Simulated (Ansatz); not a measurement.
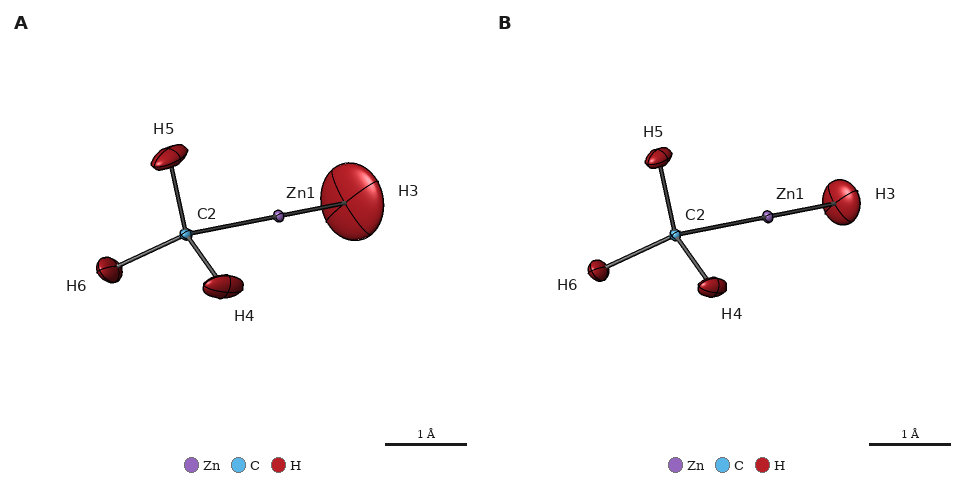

Displacement ellipsoids at the 50 % level, from the internal vibrations of the free molecule (harmonic, no overall translation or rotation; no half-axis is drawn under 0.075 Å). Vibrations computed with RKS PBE0-D4/def2-TZVP (Ansatz 0.2.0). One panel is for 0 K (zero-point motion alone), the other for 900 K.

### Which panel is for 900 K?

A.

### How much does the mean-square displacement of H3 grow, and why?

U_eq goes from 0.0254 to 0.0687 Å², a factor of 2.7. Modes below kT (626 cm⁻¹ at 900 K) grow about in proportion to T, and the lowest lies at 431 cm⁻¹; the mean-square amplitude of a mode is its zero-point value times coth(ħω/2kT), which comes close to 1 only above about 3kT.
